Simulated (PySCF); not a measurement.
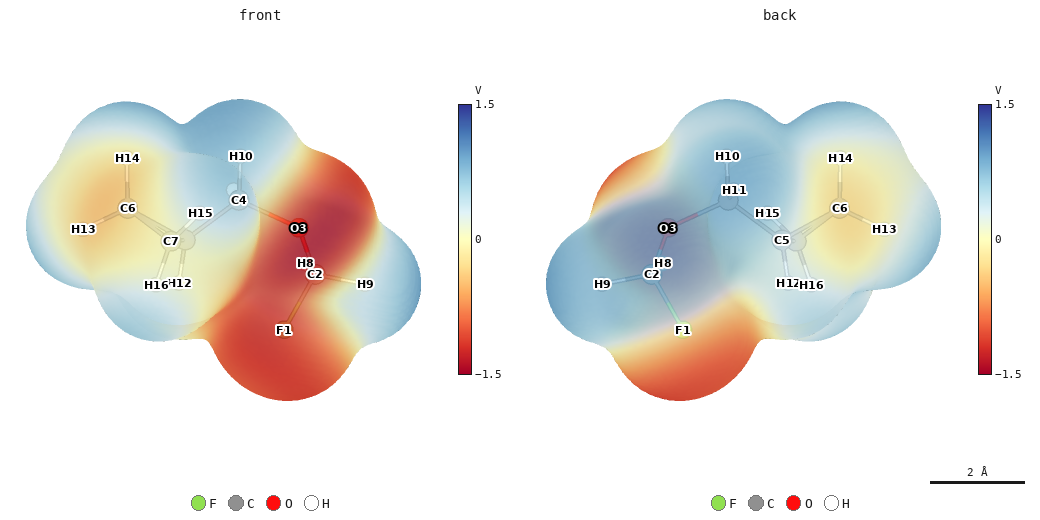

*C5H9FO (SMILES FCOCC1CC1). The molecular electrostatic potential painted on the density surface at 0.002 e/bohr³, seen from the front and from behind; red is negative and blue positive.*

Geometry: GFN2-xTB, NEB image 0 of 0 to 8.

All numbers below come from PBE0/pcSseg-1, SCF density, gas phase, non-relativistic (PySCF 2.14.0).

```xyz
16

F     1.9279   -0.3724    1.6355
C     2.4132    0.0188    0.4021
O     1.5171    0.7588   -0.3019
C     0.4268    0.0406   -0.8787
C    -0.6429   -0.3376    0.1183
C    -2.0705   -0.3987   -0.3364
C    -1.6209    0.7076    0.5653
H     2.6983   -0.9187   -0.1079
H     3.2878    0.6478    0.6029
H     0.0166    0.7217   -1.6277
H     0.8159   -0.8564   -1.3843
H    -0.3259   -1.0645    0.8548
H    -2.7009   -1.1735    0.0718
H    -2.2852   -0.1623   -1.3677
H    -1.5203    1.6976    0.1481
H    -1.9445    0.7001    1.5943
```

Question: Where is the surface potential most negative and most positive?

Answer: The most negative region (about −1.3 V) lies over O3, the most positive (about +0.9 V) over H8, H9 and H10. O3 is the likeliest acceptor of a hydrogen bond.
